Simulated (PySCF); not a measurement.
```xyz
12

C    -2.2377    0.4786    0.1358
C    -1.2152   -0.3176    0.3994
Ge    0.4000   -0.4377   -0.6877
C     1.9792    0.1740    0.3183
H    -2.2421    1.1150   -0.7357
H    -3.1133    0.5338    0.7660
H    -1.2507   -0.9410    1.2854
H     0.6097   -1.8646   -1.1235
H     0.2160    0.3775   -1.9381
H     1.8645    1.2151    0.6090
H     2.8834    0.0830   -0.2771
H     2.1075   -0.4167    1.2221
```

Geometry: GFN2-xTB.

The calculation used PBE0/def2-SVPD, SCF density, gas phase in PySCF.

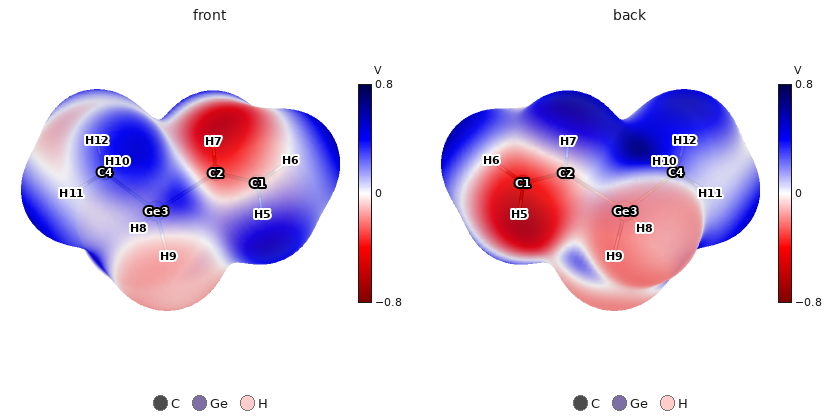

C$_{3}$H$_{8}$Ge. The molecular electrostatic potential painted on the density surface at 0.001 e/bohr³, seen from the front and from behind; the colour scale runs from red (negative) to blue (positive).

**Which sites attract a positive test charge, and which a negative one?**

A positive charge is drawn to the negative regions and a negative charge to the positive ones. The most negative region (about −0.6 V) lies over the π face of C1 and C2, the most positive (about +0.6 V) over Ge3, H6 and H7.
